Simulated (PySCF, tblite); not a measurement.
**C₅H₇AlBN: geometry, infrared bands and NMR shifts**

What infrared bands and NMR shifts should C₅H₇AlBN (`C#[C][Al]([C]#C)[NH]BC`) show?

Computed with tblite 0.8.0 and PySCF 2.14.0, with density-fitted response routines of our own, on a single molecule in the gas phase. Atoms count from 0, in the outputs and in this text.

## 1. Starting geometry

15 atoms, charge 0, multiplicity 1; geometry from: force field or distance geometry start.

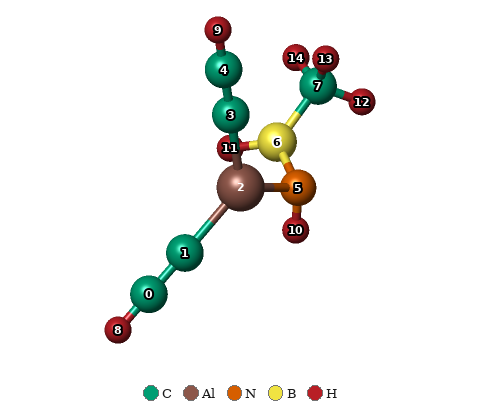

The starting geometry (carbon teal, aluminium brown, nitrogen orange, boron yellow, hydrogen red), atoms numbered.

## 2. Geometry optimisation with GFN2-xTB

Job settings and geometry (Å):

```
{"job": {"kind": "relax", "xc": "GFN2-xTB", "basis": "xTB"}, "charge": 0, "multiplicity": 1}
C      3.685000    -1.744300     0.158900
C      2.715800    -1.032200    -0.055700
Al     1.190900     0.093000    -0.373000
C      1.135400     1.899400     0.348900
C      1.104000     3.005000     0.821300
N     -0.408200    -0.655700    -1.141300
B     -1.436100    -0.766900    -0.031700
C     -2.797500     0.031600    -0.131700
H      4.520600    -2.363600     0.341500
H      1.073600     3.984600     1.219200
H     -0.178300    -1.630100    -1.443500
H     -1.236000    -1.463900     0.912600
H     -3.351900    -0.289200    -1.039800
H     -2.589000     1.114200    -0.192800
H     -3.432700    -0.174100     0.758000
```

Started as:

```sh
$ OMP_NUM_THREADS=1 python probes_run.py task.json out
```

The driver reads the jobs from task.json and runs them one after another.

What it wrote:

```text
step      E/eV     max force
  0    -526.36131    1.834
  1    -526.44139    3.152
  2    -526.55711    0.994
  3    -526.58035    0.771
  4    -526.58727    1.119
  5    -526.60597    0.431
  6    -526.62108    0.444
  7    -526.64757    0.810
  8    -526.67212    0.718
  9    -526.69367    0.417
 10    -526.71331    0.452
 11    -526.74473    0.795
 12    -526.78553    0.910
 13    -526.83792    0.703
 14    -526.89201    0.505
 15    -526.93578    0.446
 16    -526.96918    0.537
 17    -527.01024    0.583
 18    -527.06114    0.824
 19    -527.08038    0.767
 20    -527.14243    0.525
 21    -527.17920    0.488
 22    -527.20472    0.519
 23    -527.23085    0.467
 24    -527.25546    0.470
 25    -527.27776    0.527
 26    -527.29484    0.477
 27    -527.30805    0.414
 28    -527.32033    0.399
 29    -527.33072    0.324
 30    -527.34126    0.291
 31    -527.35173    0.271
 32    -527.35954    0.256
 33    -527.36854    0.348
 34    -527.37886    0.372
 35    -527.38716    0.316
 36    -527.39176    0.237
 37    -527.39519    0.181
 38    -527.39885    0.230
 39    -527.40617    0.304
 40    -527.41290    0.244
 41    -527.41961    0.252
 42    -527.42632    0.219
 43    -527.43290    0.255
 44    -527.43790    0.224
 45    -527.44282    0.210
 46    -527.44742    0.195
 47    -527.45134    0.183
 48    -527.45558    0.180
 49    -527.45893    0.170
 50    -527.46232    0.198
 51    -527.46583    0.288
 52    -527.46923    0.228
 53    -527.47126    0.105
 54    -527.47247    0.075
 55    -527.47319    0.071
 56    -527.47467    0.089
 57    -527.47611    0.108
 58    -527.47734    0.093
 59    -527.47796    0.066
 60    -527.47836    0.058
 61    -527.47879    0.058
 62    -527.47946    0.086
 63    -527.48054    0.102
 64    -527.48162    0.102
 65    -527.48243    0.074
 66    -527.48291    0.049
 67    -527.48318    0.042
 68    -527.48346    0.050
 69    -527.48396    0.073
 70    -527.48473    0.099
 71    -527.48558    0.103
 72    -527.48624    0.091
 73    -527.48675    0.071
 74    -527.48743    0.061
 75    -527.48871    0.104
 76    -527.49067    0.132
 77    -527.49253    0.102
 78    -527.49363    0.070
 79    -527.49425    0.064
 80    -527.49475    0.057
 81    -527.49524    0.065
 82    -527.49561    0.055
 83    -527.49581    0.032
 84    -527.49588    0.025
 85    -527.49595    0.021
 86    -527.49606    0.042
 87    -527.49624    0.056
 88    -527.49651    0.074
 89    -527.49687    0.081
 90    -527.49725    0.073
 91    -527.49751    0.047
 92    -527.49766    0.024
 93    -527.49778    0.017
 94    -527.49788    0.015
 95    -527.49794    0.014
 96    -527.49796    0.010
 97    -527.49798    0.010
 98    -527.49801    0.010
 99    -527.49804    0.012
100    -527.49808    0.012
101    -527.49810    0.017
102    -527.49811    0.017
103    -527.49813    0.017
104    -527.49816    0.018
105    -527.49820    0.034
106    -527.49824    0.017
107    -527.49826    0.010
108    -527.49827    0.004
```

Wall time 1.2 s (1 thread of Arm Neoverse N1, shared host); peak memory 0.18 GiB.

The steps of the relaxation: (not every step is listed)

```csv
step,energy from step 0 (eV),largest force (eV/Å)
0,0.0000,1.8342
1,-0.0801,3.1522
2,-0.1958,0.9937
3,-0.2190,0.7714
4,-0.2260,1.1186
5,-0.2447,0.4306
6,-0.2598,0.4440
7,-0.2863,0.8097
8,-0.3108,0.7181
17,-0.6489,0.5833
26,-0.9335,0.4773
35,-1.0258,0.3163
44,-1.0766,0.2236
53,-1.1100,0.1050
62,-1.1182,0.0863
71,-1.1243,0.1026
80,-1.1334,0.0573
89,-1.1356,0.0805
98,-1.1367,0.0102
103,-1.1368,0.0172
104,-1.1368,0.0184
105,-1.1369,0.0335
106,-1.1369,0.0171
107,-1.1369,0.0105
108,-1.1370,0.0041
```

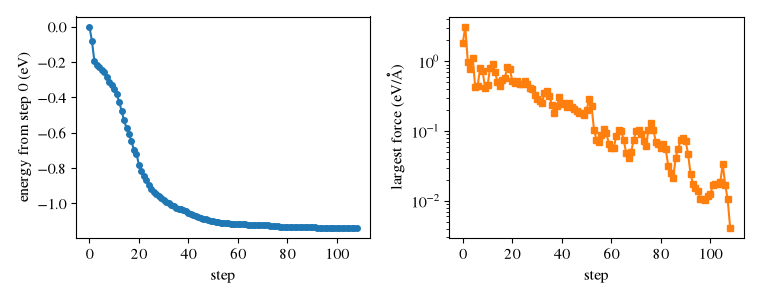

Energy and force, step by step.

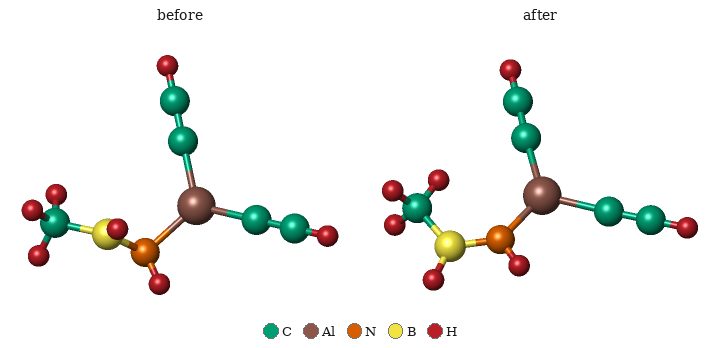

The geometry before (left) and after (right).

Distances of close pairs at the start and the end, largest changes first:

| bond | before (Å) | after (Å) | change (Å) |
| --- | --- | --- | --- |
| Al2–N5 | 1.926 | 1.815 | -0.111 |
| N5–B6 | 1.517 | 1.407 | -0.109 |
| N5–H10 | 1.046 | 1.021 | -0.025 |
| C1–Al2 | 1.921 | 1.946 | +0.025 |
| C7–H14 | 1.112 | 1.089 | -0.023 |
| C7–H12 | 1.111 | 1.089 | -0.022 |
| C7–H13 | 1.104 | 1.091 | -0.014 |
| B6–H11 | 1.191 | 1.179 | -0.012 |

The end geometry stands in the next job.

## 3. Infrared spectrum with GFN2-xTB

Job settings and geometry (Å):

```
{"job": {"kind": "ir", "xc": "GFN2-xTB", "basis": "xTB"}, "charge": 0, "multiplicity": 1}
C      3.842382    -1.468099    -0.062421
C      2.746705    -0.954494    -0.027096
Al     1.012688    -0.073929     0.049372
C      0.882217     1.834783     0.385872
C      0.851786     3.026348     0.598647
N     -0.369178    -1.220272    -0.214868
B     -1.772924    -1.138891    -0.275726
C     -2.464918     0.269784    -0.081654
H      4.795693    -1.919763    -0.093978
H      0.818966     4.065019     0.782365
H      0.001548    -2.162088    -0.348608
H     -2.409307    -2.112548    -0.466885
H     -3.091785     0.528100    -0.933818
H     -1.728691     1.063395     0.050731
H     -3.119595     0.270644     0.788811
```

What it wrote:

```text
mode    cm-1     km/mol
  1      -7.4      0.32
  2      63.1      0.11
  3      74.0      0.29
  4      85.5      0.97
  5     106.8      0.03
  6     130.1      2.03
  7     157.7      0.06
  8     175.3      4.31
  9     201.7     15.16
 10     260.3     56.66
 11     333.4     38.88
 12     413.4      3.75
 13     452.0     11.77
 14     569.7     16.54
 15     627.8    146.20
 16     671.5     16.68
 17     681.5     43.48
 18     681.9      0.57
 19     687.4     46.18
 20     700.9    187.23
 21     746.2     75.59
 22     827.7      1.29
 23     877.1    139.90
 24     955.7     52.91
 25    1042.6     14.53
 26    1173.5     68.66
 27    1314.4    486.67
 28    1382.0     25.25
 29    1476.6      0.87
 30    1492.2      0.03
 31    2131.3     49.09
 32    2133.5     24.78
 33    2553.5    247.40
 34    2995.0     49.86
 35    3007.9     42.36
 36    3021.0     34.41
 37    3271.0     12.58
 38    3318.0      8.63
 39    3319.8      5.75
```

Run time: 0.8 s. Hardware: 1 thread of Arm Neoverse N1, shared host; peak memory 0.18 GiB.

Which atoms move in the most intense modes:

```csv
cm⁻¹,km/mol,atoms
260,56.7,"C3 47 %, C1 36 %"
628,146.2,"Al2 56 %, C0 14 %, C1 10 %"
701,187.2,"Al2 33 %, H8 26 %, N5 10 %"
746,75.6,"H10 45 %, H11 24 %"
877,139.9,"B6 26 %, H14 19 %, H12 19 %, H11 18 %"
1174,68.7,"H10 46 %, N5 21 %, B6 17 %, H11 12 %"
1314,486.7,"B6 59 %, N5 31 %"
2554,247.4,H11 92 %
```

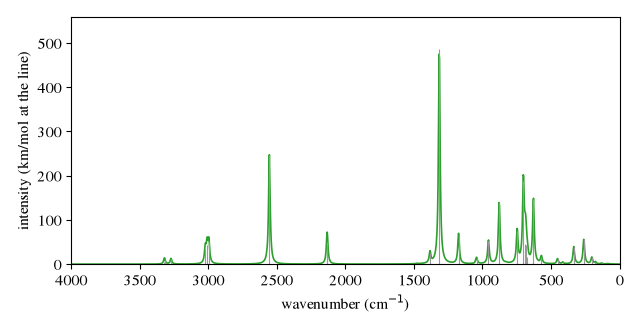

The infrared spectrum from these modes, unscaled. Lines are broadened to a width of 14 cm⁻¹ (Lorentzian).

## 4. Nuclear shieldings: PBE0/pcSseg-1

The job, as its differences from that of step 3:

```diff
@@ -1,2 +1,2 @@
-{"job": {"kind": "ir", "xc": "GFN2-xTB", "basis": "xTB"}, "charge": 0, "multiplicity": 1}
+{"job": {"kind": "nmr", "xc": "PBE0", "basis": "pcSseg-1"}, "charge": 0, "multiplicity": 1}
 C      3.842382    -1.468099    -0.062421
```

With the program's defaults for keys left out, this is: GIAO PBE0/pcSseg-1 NMR shielding, non-relativistic, gas phase.

What it wrote:

```text
coarse grid: 13544 points
cycle   1  E = -516.0832884120  dE =  6.628e-01  |g| = 6.791e-01  |ddm| = 3.729e+00
cycle   2  E = -516.0413730587  dE =  4.192e-02  |g| = 8.070e-01  |ddm| = 1.343e+00
cycle   3  E = -516.1945709787  dE = -1.532e-01  |g| = 1.742e-01  |ddm| = 6.692e-01
cycle   4  E = -516.2015599966  dE = -6.989e-03  |g| = 5.283e-02  |ddm| = 1.465e-01
cycle   5  E = -516.2020541720  dE = -4.942e-04  |g| = 3.180e-02  |ddm| = 5.321e-02
cycle   6  E = -516.2022969007  dE = -2.427e-04  |g| = 2.615e-03  |ddm| = 2.136e-02
cycle   7  E = -516.2022982684  dE = -1.368e-06  |g| = 9.924e-04  |ddm| = 3.128e-03
final grid: 127736 points
cycle   8  E = -516.2475542056  dE = -3.421e-05  |g| = 7.890e-03  |ddm| = 3.366e-02
cycle   9  E = -516.2475482194  dE =  5.986e-06  |g| = 9.589e-03  |ddm| = 1.323e-02
cycle  10  E = -516.2475693930  dE = -2.117e-05  |g| = 1.312e-03  |ddm| = 6.907e-03
cycle  11  E = -516.2475697734  dE = -3.804e-07  |g| = 3.128e-04  |ddm| = 1.044e-03
cycle  12  E = -516.2475697873  dE = -1.389e-08  |g| = 1.835e-04  |ddm| = 2.955e-04
cycle  13  E = -516.2475697954  dE = -8.072e-09  |g| = 4.837e-05  |ddm| = 1.472e-04
cycle  14  E = -516.2475697960  dE = -6.110e-10  |g| = 9.553e-06  |ddm| = 4.244e-05
converged SCF energy = -516.2475697960

GIAO shielding tensors (ppm)
atom      isotropic    diamagn.    paramagn.     s11        s22        s33       span
  0 C       81.698     259.941    -178.243    -12.869     -5.405    263.369    276.238
  1 C       93.153     252.559    -159.406     -5.124     -0.385    284.967    290.091
  2 Al     425.627     799.136    -373.509    405.715    416.900    454.267     48.552
  3 C       93.003     252.556    -159.553     -7.519      2.716    283.811    291.331
  4 C       79.892     260.545    -180.652    -13.466     -5.352    258.496    271.962
  5 N      121.230     321.317    -200.087     -3.795    155.589    211.896    215.691
  6 B       50.050     191.440    -141.391     -0.469     36.595    114.023    114.491
  7 C      176.080     253.801     -77.720    161.846    175.675    190.720     28.873
  8 H       29.942      32.234      -2.292     24.536     24.631     40.658     16.121
  9 H       29.801      32.528      -2.727     24.417     24.742     40.244     15.827
 10 H       26.776      30.208      -3.432     21.952     27.124     31.252      9.300
 11 H       26.095      28.904      -2.810     25.413     25.455     27.416      2.002
 12 H       31.130      29.515       1.615     27.544     28.704     37.143      9.599
 13 H       30.588      34.006      -3.418     24.922     29.699     37.142     12.219
 14 H       31.158      29.626       1.532     27.537     28.836     37.101      9.564
```

Wall time 40 s (1 thread of Arm Neoverse N1, shared host); peak memory 0.81 GiB.

Shifts follow as δ = σ(reference) − σ, with reference shieldings (ppm) from runs at the same level and on the same kind of geometry: 1H TMS 31.72, 13C TMS 186.9, 15N NH3 267.7, 11B BF3·OEt2 100.1, 27Al AlH4- 490.0. The references are single molecules in the gas phase, so shifts against H2O, NH3, PH3, H3PO4 or CFCl3 are not on the usual liquid scales and can be off by tens of ppm. Shifts against hydride references such as AlH4− lie on their own scale. Atoms listed in one row are averaged.

```csv
atoms,environment,σ (ppm),δ (ppm)
"C0, C4",terminal alkyne carbon,80.8,106.1
"C1, C3",alkyne carbon,93.1,93.8
C7,methyl carbon bonded to B,176.1,10.8
H11,"hydrogen on a boron bonded to C, N",26.09,5.62
H10,"hydrogen on a nitrogen bonded to Al, B",26.78,4.94
"H8, H9",hydrogen on a terminal alkyne carbon,29.87,1.85
"H12, H13, H14",hydrogen on a methyl carbon bonded to B,30.96,0.76
Al2,"aluminium bonded to 2 C, N",425.6,64.3
N5,"nitrogen bonded to Al, B, H",121.2,146.5
B6,"boron bonded to C, N, H",50.0,50.0
```

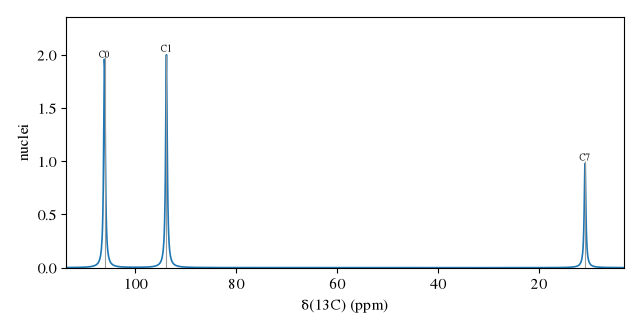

13C lines at the computed shifts, without couplings. Lines are broadened to a width of 0.38 ppm (Lorentzian).

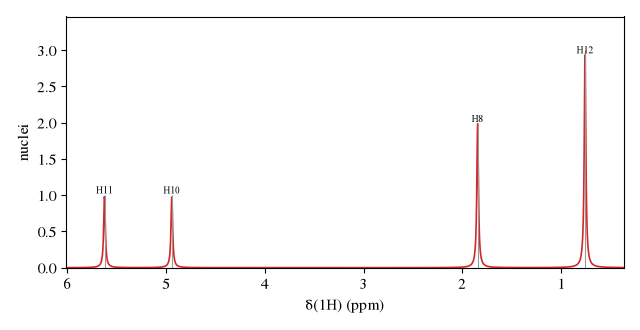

1H lines at the computed shifts, without couplings. Lines are broadened to a width of 0.02 ppm (Lorentzian).

The run also stored atomic charges by several schemes (e):

```
 atoms  Mulliken    IAO  Hirshfeld  ESP fit
C0, C4     -0.11  -0.17      -0.08    -0.11
C1, C3     -0.24  -0.37      -0.22    -0.65
   Al2      0.90   1.06       0.63     1.51
    N5     -0.73  -0.67      -0.32    -1.16
    B6      0.34   0.17       0.15     0.70
    C7     -0.55  -0.58      -0.20    -0.73
```

Mulliken charges:

C0 -0.12; C1 -0.23; Al2 0.90; C3 -0.25; C4 -0.10; N5 -0.73; B6 0.34; C7 -0.55; H8 0.07; H9 0.07; H10 0.23; H11 -0.01; H12 0.12; H13 0.13; H14 0.12

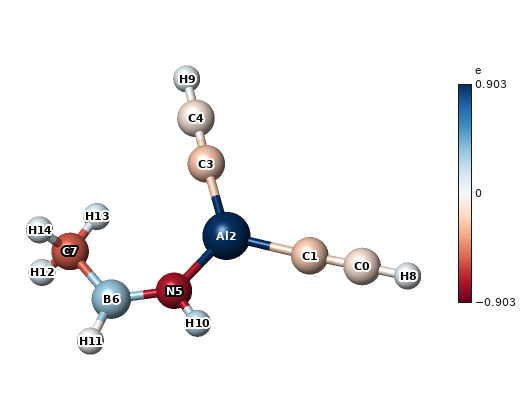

Mulliken charges, as colours on the atoms.

Mayer bond orders: C0–C1 2.47, C1–Al2 0.93, Al2–C3 0.96, C3–C4 2.45, Al2–N5 0.95, N5–B6 1.24, B6–C7 1.03.

## 5. Results

| quantity | value |
| --- | --- |
| strongest single infrared mode (GFN2-xTB) | 1314 cm⁻¹, 487 km/mol |
| zero-point energy (GFN2-xTB) | 63.1 kcal/mol |
| 13C shifts against TMS (PBE0/pcSseg-1, means over atoms taken as alike) | 106.1, 93.8, 10.8 ppm |
| 1H shifts against TMS (PBE0/pcSseg-1, means over atoms taken as alike) | 5.62, 4.94, 1.85, 0.76 ppm |
| 27Al shifts against AlH4- (PBE0/pcSseg-1) | 64.3 ppm |
| 15N shifts against NH3 (PBE0/pcSseg-1) | 146.5 ppm |
| 11B shifts against BF3·OEt2 (PBE0/pcSseg-1) | 50.0 ppm |

In words: Relaxing lowered the energy by 1.137 eV in 108 steps; the close pair that moved most is Al2–N5, from 1.926 to 1.815 Å. The lowest mode is slightly imaginary (7i cm⁻¹), a soft motion within the noise of the Hessian, so the minimum is not strictly shown. The strongest single mode, at 1314 cm⁻¹, moves mainly B6 and N5. Unscaled tight-binding wavenumbers are off by several per cent, some by more. Its intensities can rank the bands wrongly. At PBE0/pcSseg-1: Shielding is most anisotropic at C1, C3 (span 291 ppm, paramagnetic term -159 ppm).
